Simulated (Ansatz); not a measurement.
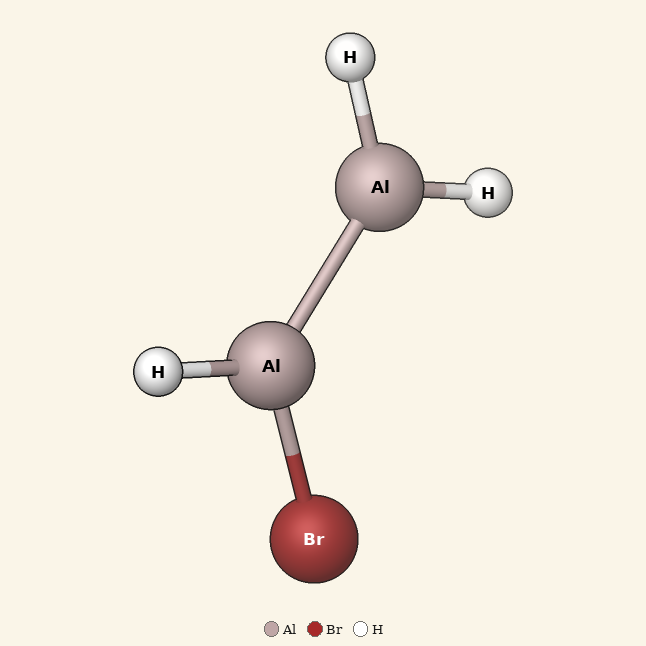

Geometry: atoms displaced at random (about 0.1 Å) from a stationary point of GFN2-xTB. Program: Ansatz 0.2.0.

At this fixed geometry, give dipole (D) at these levels: BHLYP-D4/def2-TZVPP; PBE-D4/def2-TZVPP; PBE0-D4/def2-TZVPP; RHF-CCSD(T) (frozen core)/def2-TZVPP; r2SCAN-D4/def2-TZVPP; r2SCAN0-D4/def2-TZVPP; ωB97M-V/def2-TZVPP.

```
                               level  dipole (D)
                 BHLYP-D4/def2-TZVPP        1.40
                   PBE-D4/def2-TZVPP        1.14
                  PBE0-D4/def2-TZVPP        1.29
RHF-CCSD(T) (frozen core)/def2-TZVPP        1.25
                r2SCAN-D4/def2-TZVPP        1.20
               r2SCAN0-D4/def2-TZVPP        1.31
                  ωB97M-V/def2-TZVPP        1.36
```
